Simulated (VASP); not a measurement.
Band structure of AuCl (space group C2/c). Calculation: PBE GGA, VASP's PBE PAW potentials (set 64) (plane waves; VASP 6.6.1).

Unless said otherwise, spin-orbit coupling is left out, though it shifts the bands of the heavy elements here.

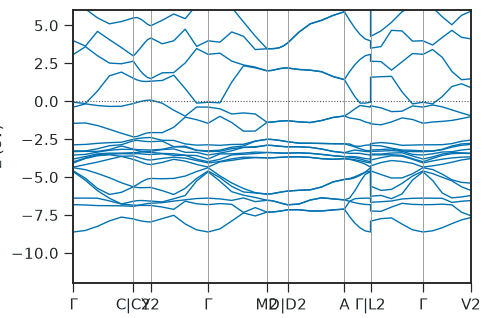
Fig. 1. Bands along high-symmetry lines, zero at the valence-band maximum or, without a gap, the Fermi level

Problem. Read the plot: is there a gap, and where are the band edges?

Solution. It has no gap at this level: it comes out as a metal or semimetal.

The structure was generated: AuCl was put into an ordered model structure, which need not be its known phase. The cell was not relaxed at this level. The k-mesh is coarse (spacing up to 0.32 per Å, 2π included), so the numbers may not be converged in it.
